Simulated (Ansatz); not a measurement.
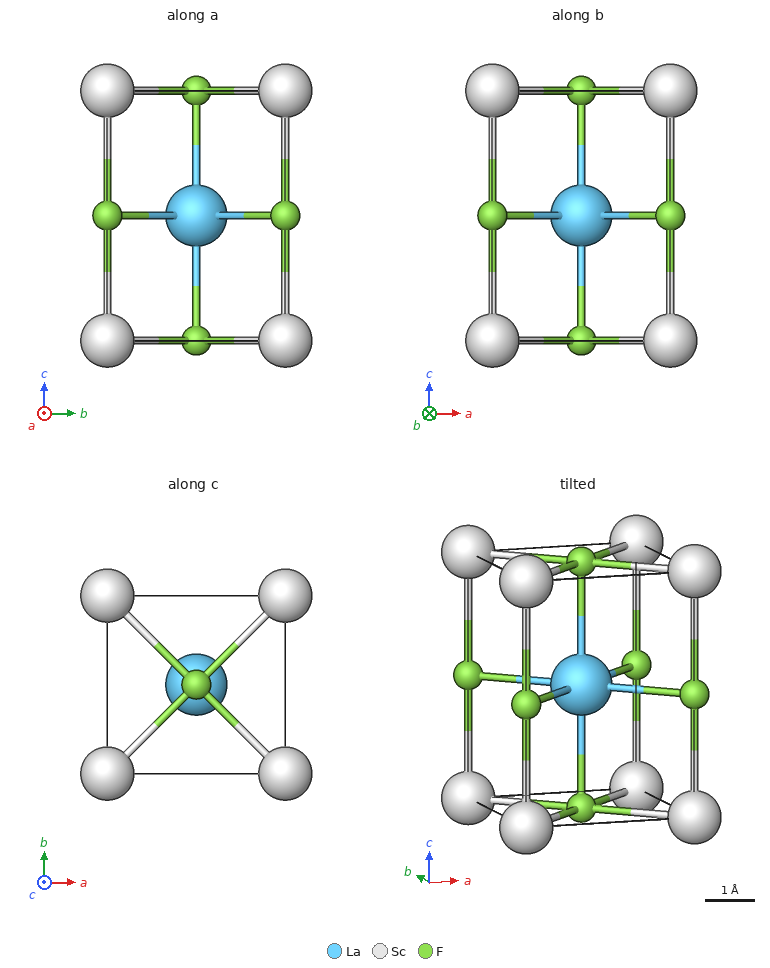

The figure gives a ball-and-stick picture of the atoms, viewed along the a axis, along the b axis, along the c axis and slightly off an axis. The edges of the conventional unit cell are marked.

Lattice parameters: a = 3.6745 Å, b = 3.6745 Å, c = 5.1600 Å, α = 90.000°, β = 90.000°, γ = 90.000°.

### Reconstruct the structure as a CIF in P1 with every atom of the cell.

```cif
data_structure
_symmetry_space_group_name_H-M 'P 1'
_symmetry_Int_Tables_number 1
_cell_length_a 3.6745
_cell_length_b 3.6745
_cell_length_c 5.1600
_cell_angle_alpha 90.000
_cell_angle_beta 90.000
_cell_angle_gamma 90.000
_cell_volume 69.67
loop_
_atom_site_label
_atom_site_type_symbol
_atom_site_fract_x
_atom_site_fract_y
_atom_site_fract_z
_atom_site_occupancy
La1 La 0.5000 0.5000 0.5000 1
Sc1 Sc 0.0000 0.0000 0.0000 1
F1 F 0.0000 0.0000 0.5000 1
F2 F 0.5000 0.5000 0.0000 1
```

Origin of the cell: a structure type filled with these elements by a generator (whether the compound takes this form wasn't checked). Earlier steps of the study may have refined or changed the cell and positions. It went into a calculation with Ansatz.
